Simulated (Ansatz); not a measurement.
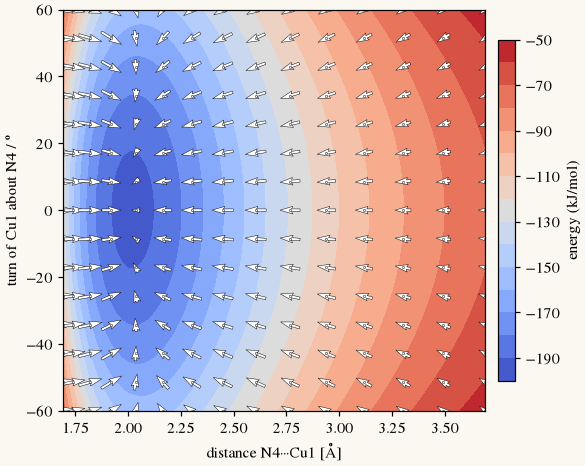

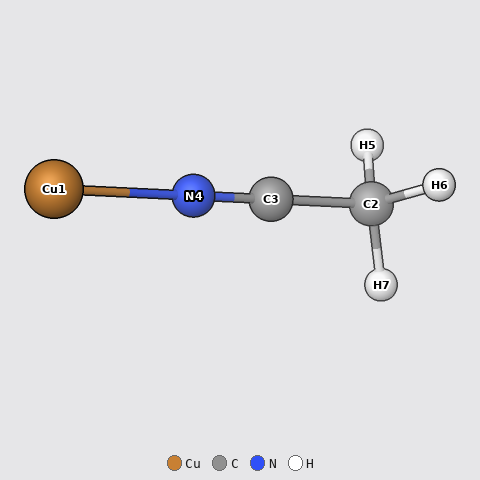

Energy landscape of C₂H₃CuN, charge +1. The turn is about an axis along (−0.14, 0.99, 0.05) in the frame of the relaxed pair, normal to the line between the partners. First axis: distance N4···Cu1. Second axis: turn of Cu1 about N4. The grid has 15 × 15 points. Points are written as (first, second). Energies: kJ/mol, counted from the ion and the molecule far apart, frozen as in the relaxed pair, each in its own basis (no counterpoise correction). Computed with RHF/def2-SVPD in Ansatz 0.2.0.

Drawn: filled contours, dots at the grid points, arrows along the force (downhill), their lengths compressed. Between grid points the surface is interpolated. The second picture is the structure at the lowest point.

**What does the map say about the system?**

The lowest grid point is at (2.036 Å, 0.0°), −193 kJ/mol from the ion and the molecule far apart, frozen as in the relaxed pair, each in its own basis (no counterpoise correction). It is the only kind of minimum in the scanned range. The highest grid point, (3.690 Å, 60.0°), lies 138 kJ/mol above the lowest. Round the minimum the two coordinates are nearly uncoupled.

Each point was launched as `ansatz run input.yaml --threads 1 --pin off --max-ram 2560MiB --backend cpu --events-out ev --progress --plain --runs-dir out`. The whole map (225 points run) took 20 min on 1 thread of Arm Neoverse N1, with other jobs on the host.
